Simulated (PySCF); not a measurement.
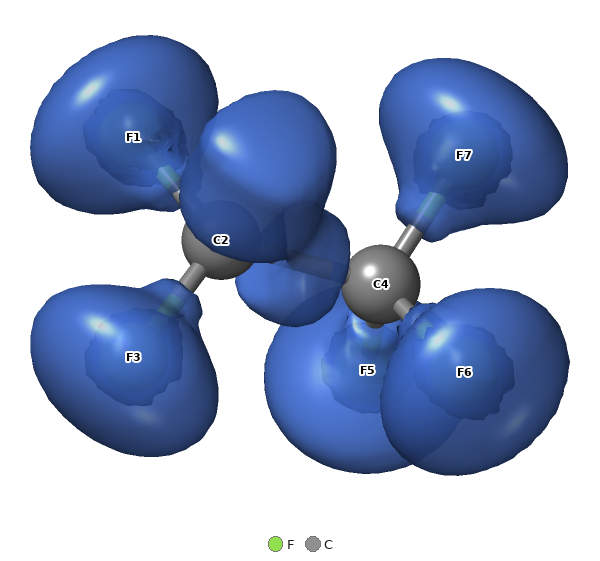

*C₂F₅ (doublet). Isosurface of the ELF at 0.75 (blue), seen at a tilt. Only the valence region is drawn (cores and ρ < 0.01 e/Å³ removed).*

Geometry: GFN2-xTB.

Method: PySCF 2.14.0, density-fitted response routines, UKS B3LYP, pcH-1 on C F, non-relativistic, mean-field spin-orbit, GIAO.

```csv
atom,x (Å),y (Å),z (Å)
F,1.3871,1.2776,0.0583
C,0.7975,0.1859,-0.4014
F,1.6307,-0.8411,-0.4410
C,-0.6114,-0.0880,0.0736
F,-0.6707,-0.4048,1.3817
F,-1.1459,-1.1061,-0.5964
F,-1.3841,0.9812,-0.1018
```

What do the ELF domains correspond to?

The ELF exceeds this value in one region on C in which the atom's valence shell and bonds are merged and five regions on F in which the atom's valence shell and bonds are merged. Profiles from the grid: C–F (1.32 Å): the ELF peaks at about 0.85 between the atoms, as expected for a polar covalent bond. C–C (1.51 Å): the ELF peaks at about 1 between the atoms, as expected for localised, covalent bonding.
